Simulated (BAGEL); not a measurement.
**AlH2SF (SMILES [F][AlH][SH]): PBE0/def2-SVPD (density fitting with qzvpp-jkfit)**

Aim: the energy change on altering one bond length of AlH2SF at PBE0/def2-SVPD (density fitting with qzvpp-jkfit), from 2 runs. 

The results are computed with BAGEL 1.2.2.

5 further runs of the same task are left out: 4 that didn't finish, 1 set aside as unsound or not needed. Runs told in other sessions of the task aren't counted.

## 1. The system as given

The species is AlH2SF (5 atoms), meant as a singlet with charge 0. As SMILES, `[F][AlH][SH]`. The coordinates come from a PBE0-D4/def2-TZVP relaxation. This is one conformer, not always the lowest.

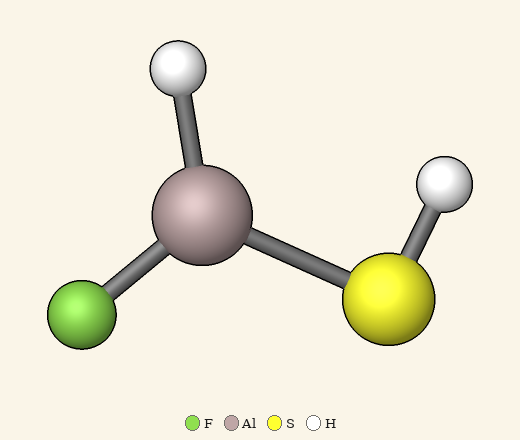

The structure, seen from a chosen angle (fluorine green, aluminium light grey, sulfur yellow, hydrogen white).

## 2. A single-point energy at PBE0/def2-SVPD (density fitting with qzvpp-jkfit)

File calc.json:

```json
{ "bagel" : [

{
  "title" : "molecule",
  "basis" : "def2-svpd.json",
  "df_basis" : "qzvpp-jkfit",
  "angstrom" : true,
  "geometry" : [
    { "atom" : "F", "xyz" : [   -1.203500,   -1.535800,    0.877500 ] },
    { "atom" : "Al", "xyz" : [   -0.513900,   -0.309100,    0.024800 ] },
    { "atom" : "S", "xyz" : [    1.536100,    0.182600,    0.533500 ] },
    { "atom" : "H", "xyz" : [   -1.341100,    0.430400,   -1.085200 ] },
    { "atom" : "H", "xyz" : [    1.572300,    1.158200,   -0.392100 ] }
  ]
},
{ "title" : "ks", "xc_func" : "pbe0" },
{ "title" : "print", "file" : "orbitals.molden", "orbitals" : true }

]}
```

The basis set def2-SVPD is read from a file made from the Basis Set Exchange's data (not shown).

Started as:

```sh
BAGEL_NUM_THREADS=1 BAGEL calc.json > calc.out
```

The log of the run:

```text
* using 1 threads per process

  ===============================================================
  ===============================================================

  *** Geometry ***

  { "atom" : "F", "xyz" : [     -2.274285,     -2.902241,      1.658235 ] },
  { "atom" : "Al", "xyz" : [     -0.971130,     -0.584114,      0.046865 ] },
  { "atom" : "S", "xyz" : [      2.902808,      0.345064,      1.008169 ] },
  { "atom" : "H", "xyz" : [     -2.534312,      0.813338,     -2.050731 ] },
  { "atom" : "H", "xyz" : [      2.971216,      2.188681,     -0.740962 ] },

  Number of auxiliary basis functions:      369

  Since a DF basis is specified, we compute 2- and 3-index integrals:
    o Being stored without compression. Storage requirement is 0.024 GB

  Number of basis functions:       90
  Number of electrons      :       40

    * METHOD: MOLECULE                             0.11

  *** Kohn-Sham DFT ***

    * Removing 7228 points whose weight is below 1.00e-10
    * Grid points: 67302

  === Nuclear Repulsion ===
   130.7631620136

       - DIIS with orbital gradients will be used.

  === KS iteration (pbe0 / def2-svpd.json) ===
      0       -724.94668361          0.08770123           0.20
      1       -707.06239068          0.16503121           0.20
      2       -729.32324944          0.09066040           0.20
      3       -739.68726272          0.06450215           0.20
      4       -741.05098200          0.01476301           0.20
      5       -741.04971936          0.01769348           0.20
      6       -741.15136641          0.00514091           0.20
      7       -741.16168205          0.00113212           0.20
      8       -741.16216952          0.00018965           0.20
      9       -741.16218550          0.00004449           0.20
     10       -741.16218623          0.00001413           0.20
     11       -741.16218633          0.00000167           0.20
     12       -741.16218633          0.00000077           0.20
     13       -741.16218633          0.00000024           0.19
     14       -741.16218633          0.00000009           0.19
     15       -741.16218633          0.00000002           0.19
     16       -741.16218633          0.00000001           0.19
    * SCF iteration converged.

    * Permanent dipole moment:
           (   -0.052095,    -0.576008,     0.531042) a.u.

    * METHOD: KS                                   3.55

    * METHOD: PRINT                                0.01

  ===============================================================
```

It took 3.9 s on 1 thread of Arm Neoverse V2, shared host; peak memory 0.3 GiB.

## 3. The distorted shape at the same level

File input.json:

```json
{ "bagel" : [

{
  "title" : "molecule",
  "basis" : "def2-svpd.json",
  "df_basis" : "qzvpp-jkfit",
  "angstrom" : true,
  "geometry" : [
    { "atom" : "F", "xyz" : [      -0.955342,      -1.757648,       1.210497 ] },
    { "atom" : "Al", "xyz" : [      -0.265742,      -0.530948,       0.357797 ] },
    { "atom" : "S", "xyz" : [       1.784258,      -0.039248,       0.866497 ] },
    { "atom" : "H", "xyz" : [      -1.341100,       0.430400,      -1.085200 ] },
    { "atom" : "H", "xyz" : [       1.820458,       0.936352,      -0.059103 ] }
  ]
},

{ "title" : "ks", "xc_func" : "pbe0" },

{ "title" : "print", "file" : "orbitals.molden", "orbitals" : true }

]}
```

The basis set def2-SVPD is read from a file made from the Basis Set Exchange's data (not shown).

Started as:

```sh
BAGEL_NUM_THREADS=1 BAGEL input.json > input.out
```

The log of the run:

```text
* using 1 threads per process

  ===============================================================
  ===============================================================

  *** Geometry ***

  { "atom" : "F", "xyz" : [     -1.805335,     -3.321473,      2.287508 ] },
  { "atom" : "Al", "xyz" : [     -0.502180,     -1.003346,      0.676138 ] },
  { "atom" : "S", "xyz" : [      3.371759,     -0.074168,      1.637442 ] },
  { "atom" : "H", "xyz" : [     -2.534312,      0.813338,     -2.050731 ] },
  { "atom" : "H", "xyz" : [      3.440167,      1.769449,     -0.111688 ] },

  Number of auxiliary basis functions:      369

  Since a DF basis is specified, we compute 2- and 3-index integrals:
    o Being stored without compression. Storage requirement is 0.024 GB

  Number of basis functions:       90
  Number of electrons      :       40

    * METHOD: MOLECULE                             0.11

  *** Kohn-Sham DFT ***

    * Removing 6896 points whose weight is below 1.00e-10
    * Grid points: 67634

  === Nuclear Repulsion ===
   129.2377650525

       - DIIS with orbital gradients will be used.

  === KS iteration (pbe0 / def2-svpd.json) ===
      0       -725.11884153          0.08659399           0.21
      1       -706.00574675          0.15566316           0.20
      2       -729.56412831          0.08982218           0.20
      3       -740.05176523          0.04838223           0.20
      4       -741.02448152          0.01311406           0.20
      5       -741.07946366          0.01134715           0.20
      6       -741.12288674          0.00372060           0.20
      7       -741.12892625          0.00080976           0.19
      8       -741.12921088          0.00021157           0.19
      9       -741.12922910          0.00005932           0.20
     10       -741.12923059          0.00001686           0.21
     11       -741.12923073          0.00000484           0.20
     12       -741.12923075          0.00000119           0.20
     13       -741.12923075          0.00000029           0.20
     14       -741.12923075          0.00000016           0.20
     15       -741.12923075          0.00000005           0.20
     16       -741.12923075          0.00000001           0.20
     17       -741.12923075          0.00000001           0.20
    * SCF iteration converged.

    * Permanent dipole moment:
           (   -0.253537,    -0.475271,     0.337268) a.u.

    * METHOD: KS                                   3.82

    * METHOD: PRINT                                0.01

  ===============================================================
```

It took 4.2 s on 1 thread of Arm Neoverse V2, shared host; peak memory 0.3 GiB.

## 4. Outcome

At PBE0/def2-SVPD (density fitting with qzvpp-jkfit):

| quantity | value |
| --- | --- |
| first shape: total energy | -741.16219 Eh |
| first shape: dipole moment | 2.00 D |
| first shape: HOMO energy | -8.15 eV |
| first shape: LUMO energy | -1.05 eV |
| first shape: HOMO–LUMO gap | 7.10 eV |
| distorted shape: total energy | -741.12923 Eh |
| distorted shape: dipole moment | 1.62 D |
| distorted shape: HOMO energy | -8.34 eV |
| distorted shape: LUMO energy | -1.41 eV |
| distorted shape: HOMO–LUMO gap | 6.93 eV |
| energy change with the Al2–H4 bond stretched from 1.569 to 2.040 Å | 0.897 eV |

**Reading.** With the Al2–H4 bond stretched from 1.569 to 2.040 Å the energy rises by 0.90 eV (86.5 kJ/mol). The first shape isn't relaxed at this level, so the change isn't measured from a minimum.
